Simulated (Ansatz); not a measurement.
# AlGaH (doublet): trial inputs and their diagnosis at distance Al1–Ga2 = 4.197 Å

4 inputs are run for AlGaH (doublet) as typed; the log has to tell whether the result can be used and what must change.

Computed with Ansatz 0.2.0, Gaussian basis. Level: the settings change from run to run.

15 further runs of the same task are left out: 14 that didn't finish, 1 set aside as unsound or not needed.

### Step 1. The system

The geometry derives from a PBE0/def2-TZVP stationary point (not a proven minimum). One bond is set to the value named and the two fragments are kept rigid. No spin-orbit coupling is included. The filled d shell of Ga may be among the frozen orbitals whatever the setting's name suggests; the logs give the count.

3 atoms, charge 0, spin multiplicity 2.

Atoms are counted from 1 here; the program's logs count them from 0.

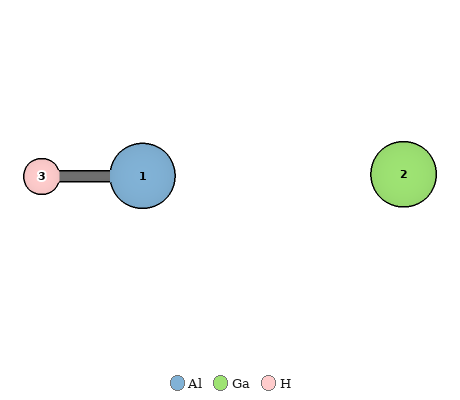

The structure; aluminium light blue, gallium green, hydrogen pink; atoms are numbered from 1 in the order of the file.

### Step 2. Try 1

in.yaml

```yaml
crystal:
  periodic: [false, false, false]
  atoms:
    - {symbol: Al, position_ang: [0.000000, 0.000000, 0.454265]}
    - {symbol: Ga, position_ang: [0.000000, 0.000000, -1.766787]}
    - {symbol: H, position_ang: [0.000000, 0.000000, 1.312522]}
basis:
  gaussian: {orbitals: "6-31G*"}
magnetization: {spin_polarized: true, initial_magnetization: 1}
correlation: {method: ccsd_t, electrons: valence}
scf: {omitted_lower_state_checks: [cluster_reference]}
```

Launch:

```
$ ansatz run in.yaml --threads 1 --pin off --events-out ev --progress --plain --max-ram 2393MiB
```

Standard output (excerpt; [...] marks lines left out):

```text
Functional definition: HF
  name "HF"
  cite "Fock, Z. Phys. 61, 126 (1930) doi:10.1007/BF01340294"
  parent pbe
[...]
508 factors; integrals over basis functions are off by at most 6.9e-4 eV
[...]
mean field -58911.00600954 eV, -2164.9395395366 hartree, gradient 8.9e-6 eV, S^2 1.624314; 18 other end points of the search recorded, 0 dependent functions left out
14 core orbitals not correlated: weight in the atoms' cores, before any rotation towards them, 0.999 or more for the frozen orbitals, at most 0.000 for the correlated occupied ones
reference -58911.00600954 eV, -2164.9395395366 hartree; 9, 8 occupied and 33, 34 virtual orbitals, 508 factors
second order -7.21856517 eV of doubles, -0.00000000 eV of singles
cycle   1  -6.92094058 eV  change    3.0e-1 eV  update   9.7e-2
[...]
cycle  21  -7.44669754 eV  change    1.1e-5 eV  update   1.5e-5
perturbative correction -0.22318650 eV, -0.0082019528 hartree
WARN: the results are in doubt because among natural orbitals full CI differs from the method by +0.143 eV
Total energy: -58918.67589359 eV, -2165.2214025764 hartree
In doubt: among natural orbitals full CI differs from the method by +0.143 eV
Checks for a lower state left out: cluster_reference
```

Wall time 7 s (1 thread of Arm Neoverse V2, shared host).

Diagnosis: The run converged, which proves nothing about the input. The coordinates are scaled by the bohr-ångström factor. The shortest distance is 0.86 Å, against 1.62 Å in the geometry of step 1. Its energy belongs to another geometry. To mend it, restore the coordinates in ångström.

### Step 3. Try 2

in.yaml

```yaml
crystal:
  periodic: [false, false, false]
  atoms:
    - {symbol: Al, position_ang: [0.000000, 0.000000, 0.858400]}
    - {symbol: Ga, position_ang: [0.000000, 0.000000, -3.338600]}
    - {symbol: H, position_ang: [0.000000, 0.000000, 2.480200]}
basis:
  gaussian: {orbitals: cc-pVTZ}
magnetization: {spin_polarized: false, initial_magnetization: 1}
correlation: {method: afqmc, electrons: outside_noble_gas}
scf: {lower_state_search: full}
output: {forces: true}
```

Launched as before.

Standard output:

```text
Error: YAML parse error: error: line 10 column 23: unknown variant `afqmc`, expected one of mp2, rpa, ccsd, ccsd_t, bccd, bccd_t, ccsdt, ccsdt_q, ccsdt_q_b, ccsdtq, fci, sc_nevpt2, fic_nevpt4_sd, fic_mrcisd_q, fic_mrcisd_q_relaxed
  --> <input>:10:23
   |
 8 |   gaussian: {orbitals: cc-pVTZ}
 9 | magnetization: {spin_polarized: false, initial_magnetization: 1}
10 | correlation: {method: afqmc, electrons: outside_noble_gas}
   |                       ^ unknown variant `afqmc`, expected one of mp2, rpa, ccsd, ccsd_t, bccd, bccd_t, ccsdt, ccsdt_q, ccsdt_q_b, ccsdtq, fci, sc_nevpt2, fic_nevpt4_sd, fic_mrcisd_q, fic_mrcisd_q_relaxed
11 | scf: {lower_state_search: full}
12 | output: {forces: true}
   |
```

It took 0.03 s on 1 thread of Arm Neoverse V2, shared host.

What is wrong: The run was refused. The method's name isn't one that the program knows. Cure: name one from the list in the message.

### Step 4. Try 3

in.yaml

```yaml
crystal:
  periodic: [false, false, false]
  atoms:
    - {symbol: Al, position_ang: [0.000000, 0.000000, 0.858400]}
    - {symbol: Ga, position_ang: [0.000000, 0.000000, -3.338600]}
    - {symbol: H, position_ang: [0.000000, 0.000000, 2.480200]}
basis:
  gaussian: {orbitals: aug-cc-pVTZ}
magnetization: {spin_polarized: false, initial_magnetization: 1}
correlation: {method: ccsdtq, electrons: all, diis_vectors: 1}
output: {forces: true}
```

Launched as before.

Standard output:

```text
Functional definition: HF
  name "HF"
  cite "Fock, Z. Phys. 61, 126 (1930) doi:10.1007/BF01340294"
  parent pbe
  exchange = exact_x
  correlation = 0
1464 factors; integrals over basis functions are off by at most 2.5e-7 eV
mean field evaluation 1: about -58930.2189 eV, gradient 9.5e0 eV
mean field evaluation 2: about -58930.2204 eV, gradient 9.5e0 eV
mean field evaluation 4: about -58932.1563 eV, gradient 2.8e0 eV
mean field evaluation 8: about -58932.3293 eV, gradient 8.5e-2 eV
mean field evaluation 16: about -58931.8208 eV, gradient 6.7e0 eV
mean field evaluation 32: about -58932.3295 eV, gradient 2.2e-6 eV
mean field evaluation 64: about -58932.1835 eV, gradient 6.0e-1 eV
mean field evaluation 96: about -58932.0220 eV, gradient 8.4e-1 eV
mean field evaluation 128: about -58932.3295 eV, gradient 1.4e-3 eV
mean field evaluation 160: about -58929.5587 eV, gradient 2.8e0 eV
mean field evaluation 192: about -58929.5855 eV, gradient 3.3e0 eV
mean field evaluation 224: about -58932.3262 eV, gradient 5.8e-1 eV
mean field evaluation 256: about -58929.8005 eV, gradient 2.1e0 eV
mean field evaluation 288: about -58928.9443 eV, gradient 2.1e-3 eV
mean field evaluation 320: about -58918.3777 eV, gradient 1.8e1 eV
mean field evaluation 352: about -58917.3296 eV, gradient 1.7e1 eV
mean field evaluation 384: about -58929.6289 eV, gradient 3.5e-4 eV
mean field evaluation 416: about -58928.9443 eV, gradient 7.0e-3 eV
mean field -58932.32945729 eV, -2165.7231617877 hartree, gradient 1.6e-6 eV, S^2 0.750000; 14 other end points of the search recorded, 0 dependent functions left out
mean field evaluation 448: about -58932.4231 eV, gradient 7.8e-3 eV
mean field evaluation 480: about -58932.4230 eV, gradient 2.6e-2 eV
mean field evaluation 512: about -58932.4180 eV, gradient 9.3e-2 eV
mean field evaluation 544: about -58932.4099 eV, gradient 3.6e-1 eV
determinant -58932.32945729 eV, -2165.7231617877 hartree, with singles and doubles -58940.97542435 eV, -2166.0408952169 hartree
determinant -58932.02913807 eV, -2165.7121252598 hartree, with singles and doubles -58940.75006793 eV, -2166.0326135213 hartree
Error: SIGTERM received: run cancelled behind 554 evaluations of the mean field
```

Wall time 82 s (1 thread of Arm Neoverse V2, shared host).

What is wrong: The run was cut at its time limit. The job is too large for the time given. Cure: a smaller basis or space, or a lower level; a longer limit helps only where the log shows it near its end.

### Step 5. Try 4

in.yaml

```yaml
crystal:
  periodic: [false, false, false]
  atoms:
    - {symbol: Al, position_ang: [0.000000, 0.000000, 0.858400]}
    - {symbol: Ga, position_ang: [0.000000, 0.000000, -3.338600]}
    - {symbol: H, position_ang: [0.000000, 0.000000, 2.480200]}
basis:
  gaussian: {orbitals: aug-cc-pVTZ}
magnetization: {spin_polarized: false, initial_magnetization: 1}
correlation: {method: ccsdtq, electrons: all}
scf: {lower_state_search: light}
```

Launched as before.

Standard output:

```text
Functional definition: HF
  name "HF"
  cite "Fock, Z. Phys. 61, 126 (1930) doi:10.1007/BF01340294"
  parent pbe
  exchange = exact_x
  correlation = 0
1464 factors; integrals over basis functions are off by at most 2.5e-7 eV
mean field evaluation 1: about -58930.2189 eV, gradient 9.5e0 eV
mean field evaluation 2: about -58930.2204 eV, gradient 9.5e0 eV
mean field evaluation 4: about -58932.1563 eV, gradient 2.8e0 eV
mean field evaluation 8: about -58932.3293 eV, gradient 8.5e-2 eV
mean field evaluation 16: about -58931.8208 eV, gradient 6.7e0 eV
mean field evaluation 32: about -58932.3295 eV, gradient 2.2e-6 eV
mean field evaluation 64: about -58932.1835 eV, gradient 6.0e-1 eV
mean field evaluation 96: about -58932.0220 eV, gradient 8.4e-1 eV
mean field evaluation 128: about -58932.3295 eV, gradient 1.4e-3 eV
mean field evaluation 160: about -58929.5587 eV, gradient 2.8e0 eV
mean field evaluation 192: about -58929.5855 eV, gradient 3.3e0 eV
mean field evaluation 224: about -58932.3262 eV, gradient 5.8e-1 eV
mean field evaluation 256: about -58929.8005 eV, gradient 2.1e0 eV
mean field evaluation 288: about -58928.9443 eV, gradient 2.1e-3 eV
mean field evaluation 320: about -58918.3777 eV, gradient 1.8e1 eV
mean field evaluation 352: about -58917.3296 eV, gradient 1.7e1 eV
mean field evaluation 384: about -58929.6289 eV, gradient 3.5e-4 eV
mean field evaluation 416: about -58928.9443 eV, gradient 7.0e-3 eV
mean field -58932.32945729 eV, -2165.7231617877 hartree, gradient 1.6e-6 eV, S^2 0.750000; 14 other end points of the search recorded, 0 dependent functions left out
mean field evaluation 448: about -58932.4231 eV, gradient 7.8e-3 eV
mean field evaluation 480: about -58932.4230 eV, gradient 2.6e-2 eV
mean field evaluation 512: about -58932.4180 eV, gradient 9.3e-2 eV
mean field evaluation 544: about -58932.4099 eV, gradient 3.6e-1 eV
determinant -58932.32945729 eV, -2165.7231617877 hartree, with singles and doubles -58940.97542435 eV, -2166.0408952169 hartree
determinant -58932.02913807 eV, -2165.7121252598 hartree, with singles and doubles -58940.75006793 eV, -2166.0326135213 hartree
Error: SIGTERM received: run cancelled behind 554 evaluations of the mean field
```

Run time: 82 s. Hardware: 1 thread of Arm Neoverse V2, shared host.

Diagnosis: The run was cut at its time limit. The job is too large for the time given. Cure: a smaller basis or space, or a lower level; a longer limit helps only where the log shows it near its end.

### Step 6. How the runs ended

```csv
try,level,ended,cause,time
1,CCSD(T) on UHF/6-31G*,converged,the coordinates are scaled by the bohr-ångström factor,7 s
2,'afqmc'/cc-pVTZ,refused,the method's name isn't one that the program knows,0.03 s
3,CCSDTQ on ROHF/aug-cc-pVTZ,cut at its time limit,the job is too large for the time given,82 s
4,CCSDTQ on ROHF/aug-cc-pVTZ,cut at its time limit,the job is too large for the time given,82 s
```

1 converged, 1 refused, 2 cut at its time limit. The input that converges on a wrong geometry or spin is the dangerous one: no error points at it, so geometry and ⟨S²⟩ have to be checked.
